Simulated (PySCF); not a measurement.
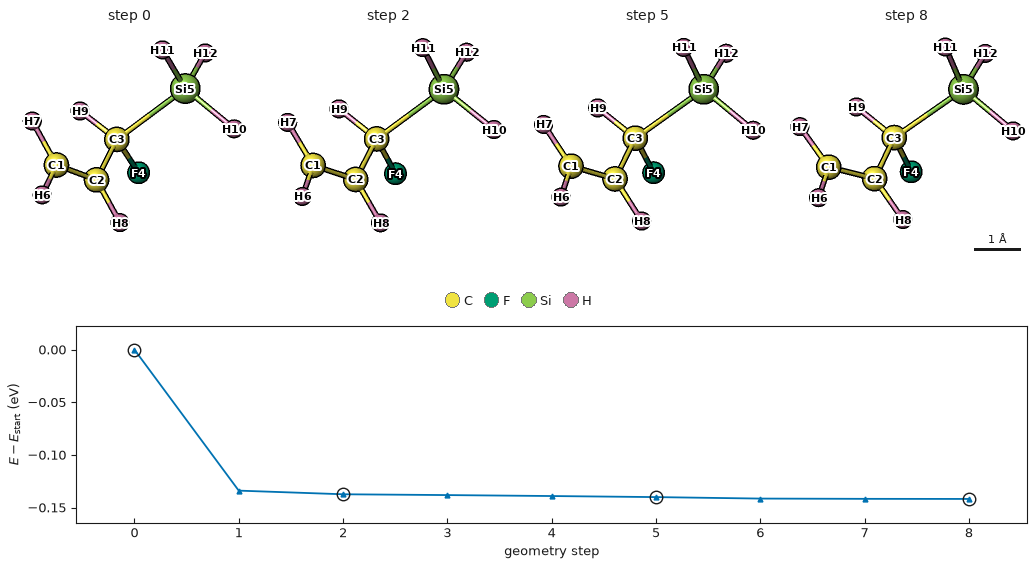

Frames of a relaxation of C$_{3}$H$_{7}$FSi, marked on the history of the run. Style: ball-and-stick. Shown from a free direction.

The start comes from GFN2-xTB. Its atoms were then displaced at random by about 0.01 Å.

The calculation used PBE0-D3(BJ)/def2-SVP geometry optimisation, gas phase (PySCF 2.14.0, density-fitted response routines). 

**Describe the path.**

The largest move after the best rigid fit is that of H7, 0.26 Å. Largest moves by element: H 0.26 Å, C 0.12 Å, F 0.10 Å, Si 0.04 Å. Near-neighbour distances that change, for instance: C1–C2 1.294 → 1.334 Å, Si5–H12 1.454 → 1.493 Å, C3–Si5 1.947 → 1.916 Å, C2–H8 1.068 → 1.097 Å. Among the angles between lasting bonds that change: H6–C1–H7 114.1° → 117.1°, C3–Si5–H11 106.1° → 109.1°, H11–Si5–H12 112.4° → 109.8°. After 8 geometry steps the energy has fallen by 0.142 eV. Cost: 42 s on 1 thread of Arm Neoverse V1, with other jobs on the host. From step 0 to 2: H7 moves most (0.09 Å), energy −0.137 eV. From step 2 to 5: H7 moves most (0.09 Å), energy −0.003 eV. From step 5 to 8: H7 moves most (0.10 Å), energy −0.002 eV.

```
step  E − E(0), eV
   0        0.0000
   1       -0.1339
   2       -0.1374
   3       -0.1381
   4       -0.1390
   5       -0.1401
   6       -0.1415
   7       -0.1417
   8       -0.1418
```
